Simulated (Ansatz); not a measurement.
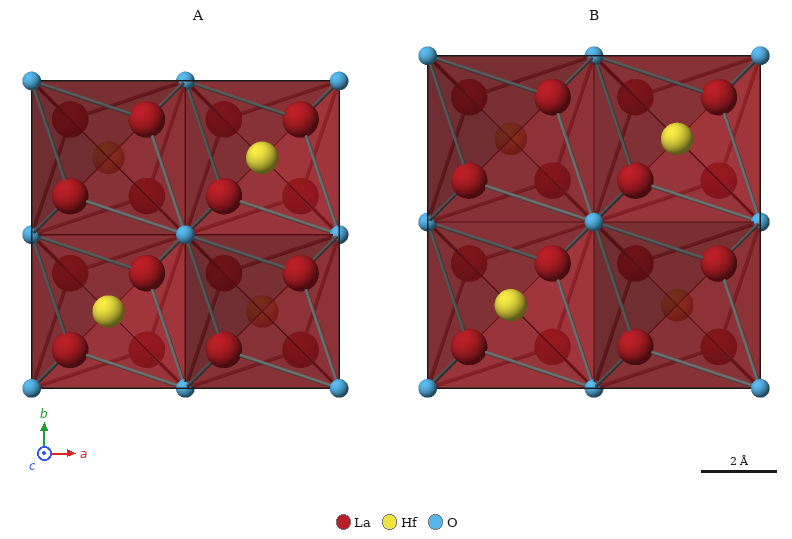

Two geometries of crystalline La₄HfO (a generated structure, set up in F-43m) (coarse preliminary run), drawn at one scale. One is the start of a relaxation, the other its converged end. The picture is a polyhedral view of the conventional cell (4 times the calculation's cell), seen along the c axis. Lengths and directions refer to the drawn axes.

These are results of Ansatz 0.2.0, DFT PBE, scalar-relativistic, plane waves, PAW, not measurements. Set-up: plane-wave cutoff 420 eV; k-point mesh 4 × 4 × 4; occupations gaussian; smearing width 0.1 eV; no spin polarisation; cell and atoms relaxed; force threshold 0.04 eV/Å; at most 70 steps.

> Which one is relaxed?

Structure B is the relaxed one. The largest moves relative to the cell, 0.011 Å, are those of La atoms. Hf and O stay in place. Cell: a = b = c 8.280 → 8.959 Å (+8.2 %). Volume +26.7 %. Among the contacts that change: La–O 3.432 → 3.715 Å, Hf–La 3.434 → 3.713 Å, La–La 2.920 → 3.178 Å, La–La 2.935 → 3.157 Å. The space group stays F-43m (No. 216). The energy falls by 203 meV per atom in 4 accepted moves (6 points after the start). The largest force component goes from 0.12 to 0.0047 eV/Å. The pressure goes from 12.64 to 0.08 GPa. At 2 points the geometry stayed and the basis and grid were re-selected for the new cell (energy shift of 9.9 meV per atom at most each time). Cost: 22 s on 1 thread of AMD EPYC 9R45 96-Core Processor (Zen 5), with other jobs on the host, peak memory 0.48 GiB.
